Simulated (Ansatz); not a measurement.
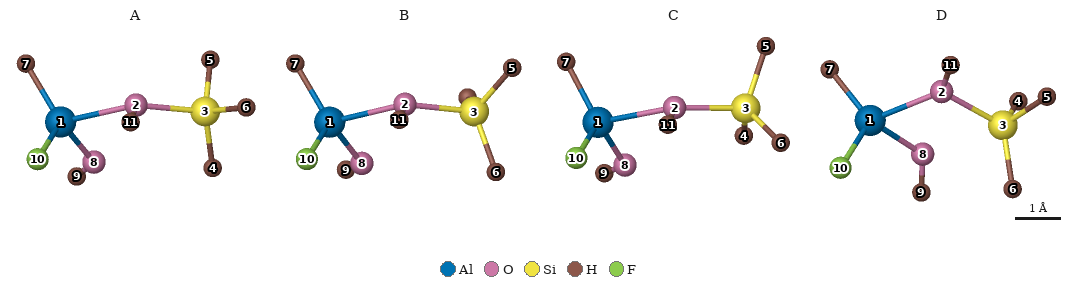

4 geometries from a converged minimum-energy path of AlSiH$_{6}$O$_{2}$F, shuffled. A ball-and-stick model, seen from a free direction.

All numbers below come from Ansatz, RKS B3LYP-D4/def2-SVP. Settings: 9 movable images; climbing image; force threshold 0.05 eV/Å; iteration limit 60; starting path through a guess of the saddle point.

Q: Which of them lies highest in energy?

A: C. In order along the path, whose images run from 0 to 10: A (image 3, +0.159 eV), C (image 5, +0.224 eV), B (image 7, +0.150 eV), D (image 10, 0.000 eV). No bond forms or breaks between the ends. Bond angles that change up to the highest image, for instance: Al1–O2–H11 133.0° → 100.8°, Al1–O2–Si3 110.0° → 131.7°.

Cost: 3.5 min on 4 threads of Arm Neoverse V2, on a shared host, peak memory 0.24 GiB.
